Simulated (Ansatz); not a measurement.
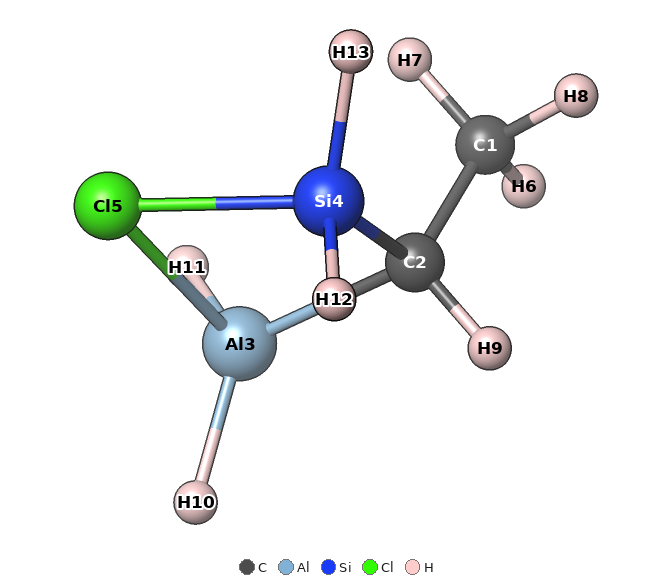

Distant atoms are faded towards the background colour. The computed structure is the end point of a PBE0-D4/def2-TZVP optimisation. No frequency run is at hand to confirm it as a minimum.

What is the conformation of the ring C2–Al3–Cl5–Si4?

It is puckered (butterfly). The Cremer–Pople amplitude Q is 0.24 Å.

Give the torsion angles round the ring, beginning with the bond from its second to its third atom.

−12°, 13°, −16°, 13°.
